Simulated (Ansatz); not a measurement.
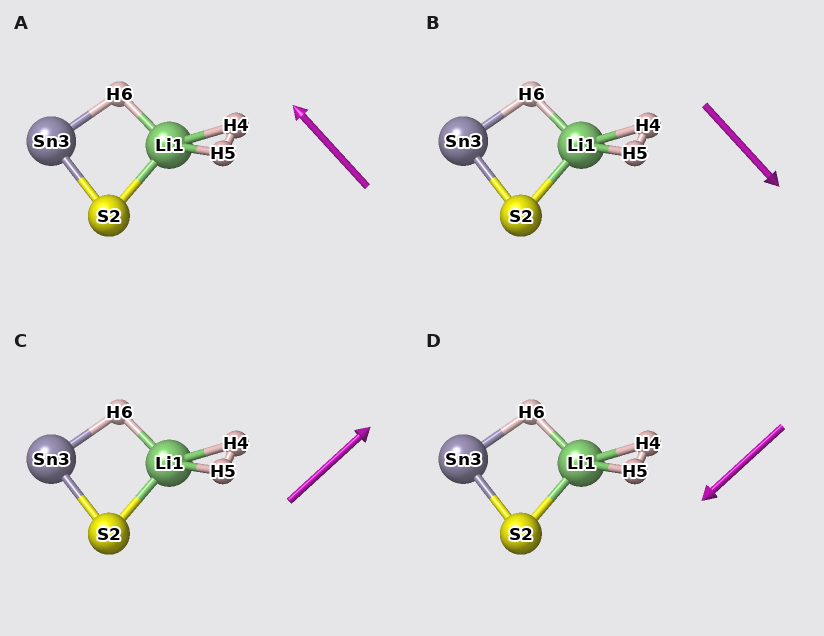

The same molecule four times, each with an arrow. The computed structure is the end point of a PBE-D4/def2-SVP optimisation. No frequency run is at hand to confirm it as a minimum. Properties computed with RKS PBE-D4/def2-SVP, core potentials on Sn (Ansatz 0.2.0).

**Which arrow points along the dipole moment, from the negative to the positive end?**

C. The dipole moment is 3.69 D; it points from the side of S2 to the side of H4 (the outermost atoms at the two ends).
